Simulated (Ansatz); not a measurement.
# AlH2ClO (SMILES [OH][AlH][Cl]): levels of theory compared

Wanted: a comparison of 6 runs (BLYP/STO-3G, UB3LYP/STO-3G, UPBE/STO-3G, r2SCAN/STO-3G, BCCD(T)/STO-3G, CCSDTQ/STO-3G) of AlH2ClO. 

The results are computed with Ansatz 0.2.0.

77 further runs of the same task are left out: 5 that didn't finish, 72 set aside as unsound or not needed.

### 1 The structure to begin with

AlH2ClO has 5 atoms, charge 0, and is taken as a singlet. As SMILES, `[OH][AlH][Cl]`. The Cl3–Al2 distance was set to 2.620 Å, away from the relaxed value.

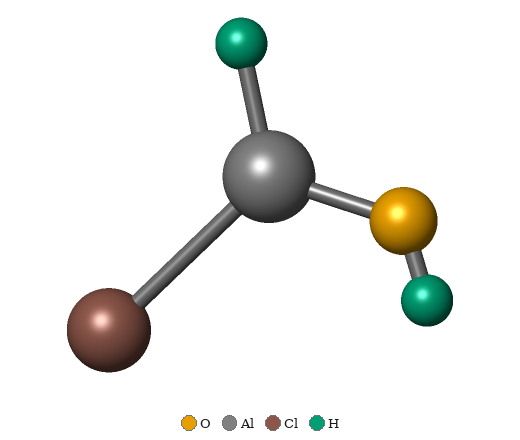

Viewed from a chosen angle; oxygen amber, aluminium grey, chlorine brown, hydrogen teal.

### 2 The energy at BLYP/STO-3G (run 1)

File molecule.yaml:

```yaml
crystal:
  periodic: [false, false, false]
  atoms:
    - {symbol: O, position_ang: [-1.281073, 0.848468, -0.645723]}
    - {symbol: Al, position_ang: [0.260027, 0.662468, 0.006177]}
    - {symbol: Cl, position_ang: [1.114900, -1.725400, 0.662800]}
    - {symbol: H, position_ang: [-1.890473, 0.128468, -0.800823]}
    - {symbol: H, position_ang: [1.162527, 1.922568, 0.210877]}
basis:
  gaussian:
    orbitals: STO-3G
accuracy: high
hamiltonian:
  xc: {name: BLYP}
```

Started as:

```console
$ ansatz run molecule.yaml --threads 1 --pin off --max-ram 2610MiB --events-out events.jsonl --progress --plain --runs-dir runs
```

Output:

```text
Warning: RAYON_NUM_THREADS=1 ignored (pool sized by the plan → 1); use --threads N
Functional definition: BLYP
  name "BLYP"
  parameter beta = 0.0042
  parameter a = 0.04918
  parameter b = 0.132
  parameter c = 0.2533
  parameter d = 0.349
  exchange = b88_x(beta = beta)
  correlation = lyp_c(a = a, b = b, c = c, d = d)
440 factors; integrals over basis functions are off by at most 2.3e-8 eV
mean field evaluation 1: about -20948.3607 eV, gradient 3.3e1 eV
mean field evaluation 2: about -20916.2939 eV, gradient 1.1e2 eV
mean field evaluation 4: about -20952.8000 eV, gradient 7.9e0 eV
mean field evaluation 8: about -20953.0499 eV, gradient 1.8e-1 eV
mean field evaluation 16: about -20953.0502 eV, gradient 5.5e-7 eV
mean field -20953.05015677 eV, -770.0103907737 hartree, gradient 3.3e-8 eV, S^2 0.000000; 0 other end points of the search recorded, 0 dependent functions left out
reference -20953.05019708 eV, -770.0103922553 hartree; 20, 20 occupied and 5, 5 virtual orbitals, 440 factors
Total energy: -20953.05019708 eV, -770.0103922553 hartree
```

Run time: 0.48 s. Hardware: 1 thread of AMD EPYC 9R45 (Zen 5), shared host.

### 3 A single-point energy at UB3LYP/STO-3G (run 2)

File job.yaml:

```yaml
crystal:
  periodic: [false, false, false]
  atoms:
    - symbol: O
      position_ang: [-1.281073, 0.848468, -0.645723]
    - symbol: Al
      position_ang: [0.260027, 0.662468, 0.006177]
    - symbol: Cl
      position_ang: [1.114900, -1.725400, 0.662800]
    - symbol: H
      position_ang: [-1.890473, 0.128468, -0.800823]
    - symbol: H
      position_ang: [1.162527, 1.922568, 0.210877]
basis:
  gaussian:
    orbitals: STO-3G
magnetization:
  spin_polarized: true
hamiltonian:
  xc: {name: B3LYP}
accuracy: high
```

Started as:

```console
$ ansatz run job.yaml --threads 1 --pin off --max-ram 2610MiB --events-out events.jsonl --progress --plain --runs-dir runs
```

Output:

```text
Warning: RAYON_NUM_THREADS=1 ignored (pool sized by the plan → 1); use --threads N
Functional definition: B3LYP
  name "B3LYP"
  parameter a0 = 0.2
  parameter ax = 0.72
  parameter ac = 0.81
  exchange = (1 - a0 - ax)*slater_x + ax*b88_x + a0*exact_x
  correlation = (1 - ac)*vwn_rpa_c + ac*lyp_c
440 factors; integrals over basis functions are off by at most 2.3e-8 eV
mean field evaluation 1: about -20951.9195 eV, gradient 2.1e1 eV
mean field evaluation 2: about -20942.6392 eV, gradient 4.8e1 eV
mean field evaluation 4: about -20955.8208 eV, gradient 2.2e0 eV
mean field evaluation 8: about -20955.8349 eV, gradient 4.0e-2 eV
mean field evaluation 16: about -20955.8350 eV, gradient 5.1e-8 eV
mean field -20955.83495566 eV, -770.1127302454 hartree, gradient 5.6e-8 eV, S^2 0.000000; 0 other end points of the search recorded, 0 dependent functions left out
reference -20955.83498521 eV, -770.1127313314 hartree; 20, 20 occupied and 5, 5 virtual orbitals, 440 factors
Total energy: -20955.83498521 eV, -770.1127313314 hartree
```

Run time: 0.82 s. Hardware: 1 thread of AMD EPYC 9R45 (Zen 5), shared host.

Run 3 isn't shown in full; the table further down has it.

### 4 A single-point energy at r2SCAN/STO-3G (run 4)

File job.yaml:

```yaml
crystal:
  periodic: [false, false, false]
  atoms:
    - {symbol: O, position_ang: [-1.281073, 0.848468, -0.645723]}
    - {symbol: Al, position_ang: [0.260027, 0.662468, 0.006177]}
    - {symbol: Cl, position_ang: [1.114900, -1.725400, 0.662800]}
    - {symbol: H, position_ang: [-1.890473, 0.128468, -0.800823]}
    - {symbol: H, position_ang: [1.162527, 1.922568, 0.210877]}
basis:
  gaussian: {orbitals: STO-3G}
hamiltonian: {xc: {name: r2SCAN}}
accuracy: high
```

Started as:

```console
$ ansatz run job.yaml --threads 1 --pin off --max-ram 2610MiB --events-out events.jsonl --progress --plain --runs-dir runs
```

Output:

```text
Warning: RAYON_NUM_THREADS=1 ignored (pool sized by the plan → 1); use --threads N
Functional definition: r2SCAN
  name "r2SCAN"
  parameter k0 = 0.174
  parameter k1 = 0.065
  parameter a1 = 4.9479
  exchange = r2scan_x(k0 = k0, k1 = k1, a1 = a1)
  correlation = r2scan_c
440 factors; integrals over basis functions are off by at most 2.3e-8 eV
mean field evaluation 1: about -20950.3700 eV, gradient 3.0e1 eV
mean field evaluation 2: about -20933.9950 eV, gradient 8.5e1 eV
mean field evaluation 4: about -20954.2169 eV, gradient 5.4e0 eV
mean field evaluation 8: about -20954.3173 eV, gradient 4.7e-2 eV
mean field evaluation 16: about -20954.3173 eV, gradient 7.0e-8 eV
mean field -20954.31727241 eV, -770.0569564148 hartree, gradient 7.0e-8 eV, S^2 0.000000; 0 other end points of the search recorded, 0 dependent functions left out
reference -20954.31727281 eV, -770.0569564293 hartree; 20, 20 occupied and 5, 5 virtual orbitals, 440 factors
Total energy: -20954.31727281 eV, -770.0569564293 hartree
```

Run time: 1 s. Hardware: 1 thread of AMD EPYC 9R45 (Zen 5), shared host; peak memory 0.17 GiB.

Run 5 isn't shown in full; the table further down has it.

### 5 The energy at CCSDTQ/STO-3G (run 6)

File in.yaml:

```yaml
crystal:
  periodic: [false, false, false]
  atoms:
    - {symbol: O, position_ang: [-1.281073, 0.848468, -0.645723]}
    - {symbol: Al, position_ang: [0.260027, 0.662468, 0.006177]}
    - {symbol: Cl, position_ang: [1.114900, -1.725400, 0.662800]}
    - {symbol: H, position_ang: [-1.890473, 0.128468, -0.800823]}
    - {symbol: H, position_ang: [1.162527, 1.922568, 0.210877]}
basis:
  gaussian:
    orbitals: STO-3G
correlation:
  method: ccsdtq
  frozen_orbitals: {Al: 5, Cl: 5, H: 0, O: 1}
accuracy: high
scf:
  omitted_lower_state_checks: [cluster_reference, increment]
```

Started as:

```console
$ ansatz run in.yaml --threads 1 --pin off --max-ram 2610MiB --events-out events.jsonl --progress --plain --runs-dir runs
```

Output, cut to the lines that bear on the results:

```text
Warning: RAYON_NUM_THREADS=1 ignored (pool sized by the plan → 1); use --threads N
Functional definition: HF
  name "HF"
[...]
440 factors; integrals over basis functions are off by at most 2.3e-8 eV
[...]
mean field -20916.00344417 eV, -768.6489491969 hartree, gradient 1.2e-8 eV, S^2 0.000000; 0 other end points of the search recorded, 0 dependent functions left out
11 core orbitals not correlated: weight in the atoms' cores, before any rotation towards them, 1.000 or more for the frozen orbitals, at most 0.000 for the correlated occupied ones
reference -20916.00344417 eV, -768.6489491969 hartree; 9, 9 occupied and 5, 5 virtual orbitals, 440 factors
second order -1.95970995 eV of doubles, -0.00000000 eV of singles
cycle   1  -2.22463498 eV  change   -2.6e-1 eV  update   9.8e-2
[...]
cycle  25  -2.62534732 eV  change   8.2e-10 eV  update   1.4e-9
Total energy: -20918.62879149 eV, -768.7454289313 hartree
Checks for a lower state left out: cluster_reference, increment
```

Wall time 4.5 s (1 thread of AMD EPYC 9R45 (Zen 5), shared host); peak memory 0.17 GiB.

### 6 The series

```tsv
run	level	frozen core orbitals	energy (Eh)	wall time
1	BLYP/STO-3G	–	-770.010392	0.48 s
2	UB3LYP/STO-3G	–	-770.112731	0.82 s
3	UPBE/STO-3G	–	-769.680437	0.78 s
4	r2SCAN/STO-3G	–	-770.056956	1 s
5	BCCD(T)/STO-3G	11	-768.744976	0.14 s
6	CCSDTQ/STO-3G	11	-768.745429	4.5 s
```

### 7 What came out

| quantity | value |
| --- | --- |
| run 6: total energy | -768.74543 Eh |
| run 6: correlation energy (11 core orbitals frozen) | -96.5 mEh |
| run 6: T1 diagnostic | 0.018 |

Totals of different functionals can't be ranked against each other. In runs 1, 2, 3, 4, 5, 6 the basis is minimal, so the values are rough. All runs together took 7.8 s, the longest 4.5 s.
